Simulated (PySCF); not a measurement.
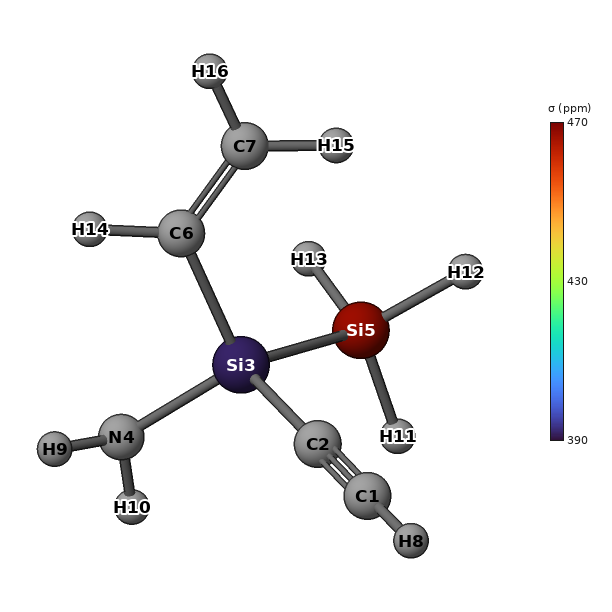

Atoms are coloured by their isotropic NMR shieldings (Si only, the others grey). The computed structure is the end point of a GFN2-xTB optimisation. No frequency run is at hand to confirm it as a minimum. Properties computed with GIAO PBE0/pcSseg-1 NMR shielding, non-relativistic, gas phase (PySCF 2.14.0).

List the isotropic NMR shieldings of the Si atoms.

```json
{"atom": "Si3", "σ (ppm)": "391.9"}
{"atom": "Si5", "σ (ppm)": "467.0"}
```

The geometry is semi-empirical. Around Si such bond lengths and angles can be off by a tenth of an ångström or more and by several degrees, and values that hang on the shape move with them.
